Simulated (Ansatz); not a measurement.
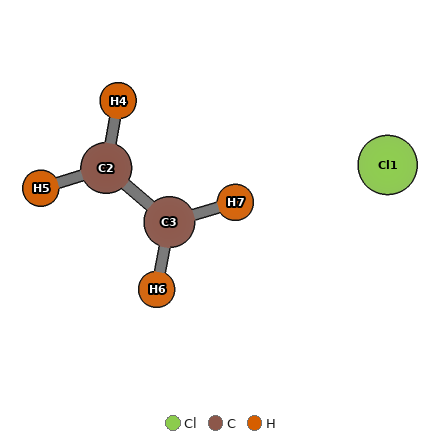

The system is the pair Cl···C₂H₄, charge −1; the picture shows the reference structure. Coordinates scanned: (1) separation of H7 and Cl1 along their line in the relaxed pair; (2) sideways slip of Cl1. Nothing is relaxed (both partners rigid). Grid: 9 × 9 points. Points are written as (first, second). Energies are in kJ/mol, from the lowest grid point. These are results of RKS wB97X-V/def2-SVPD in Ansatz, not measurements.

Its coordinates:

```xyz
7

Cl   -0.0355   -0.0471   -3.4527
C    -0.2494    0.4331    1.0222
C     0.2598   -0.4153    0.1264
H    -0.8055    1.3200    0.7010
H    -0.1342    0.2803    2.1017
H     0.8150   -1.3000    0.4615
H     0.1497   -0.2710   -0.9601
```

Range: separation of H7 and Cl1 along their line in the relaxed pair from 2.108 to 4.108 Å; sideways slip of Cl1 from −2.20 to 2.20 Å.

Q: What will the energy surface look like?

A: The lowest grid point is at (2.615 Å, 0.00 Å). The bottom of the well lies between grid points, at about (2.510 Å, −0.06 Å), about 0.35 kJ/mol lower on the interpolated surface. It is the only kind of minimum in the scanned range. The highest grid point, (4.108 Å, 2.20 Å), lies 17.1 kJ/mol above the lowest.

| second ↓, first → | 2.108 | 2.217 | 2.395 | 2.615 | 2.866 | 3.144 | 3.445 | 3.767 | 4.108 |
| --- | --- | --- | --- | --- | --- | --- | --- | --- | --- |
| 2.20 | 4.7 | 5.5 | 6.9 | 8.7 | 10.6 | 12.5 | 14.3 | 15.8 | 17.1 |
| 1.65 | 2.2 | 2.5 | 3.7 | 5.6 | 7.9 | 10.3 | 12.6 | 14.5 | 16.2 |
| 1.10 | 2.6 | 1.3 | 1.1 | 2.6 | 5.2 | 8.1 | 10.9 | 13.3 | 15.3 |
| 0.55 | 6.4 | 2.6 | 0.2 | 0.7 | 3.2 | 6.5 | 9.7 | 12.4 | 14.7 |
| 0.00 | 9.1 | 4.0 | 0.2 | 0.0 | 2.4 | 5.8 | 9.1 | 12.0 | 14.4 |
| −0.55 | 6.9 | 2.9 | 0.2 | 0.5 | 3.0 | 6.3 | 9.5 | 12.2 | 14.5 |
| −1.10 | 3.2 | 1.6 | 1.1 | 2.4 | 5.0 | 7.9 | 10.6 | 13.0 | 15.1 |
| −1.65 | 2.8 | 2.9 | 3.8 | 5.5 | 7.7 | 10.1 | 12.3 | 14.2 | 15.9 |
| −2.20 | 5.6 | 6.2 | 7.3 | 8.9 | 10.6 | 12.4 | 14.0 | 15.6 | 16.9 |

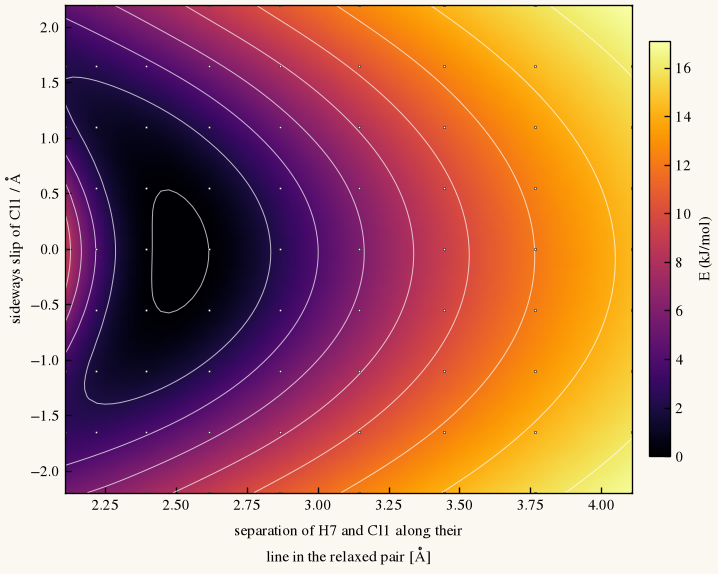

Drawn: a smooth colour map with a few white contour lines, dots at the grid points. Between grid points the surface is interpolated.

Each point was launched as `ansatz run input.yaml --threads 1 --pin off --max-ram 2560MiB --backend cpu --events-out ev --progress --plain --runs-dir out`. The whole map (81 points run) took 13 min on 1 thread of Arm Neoverse V1, on a shared host.
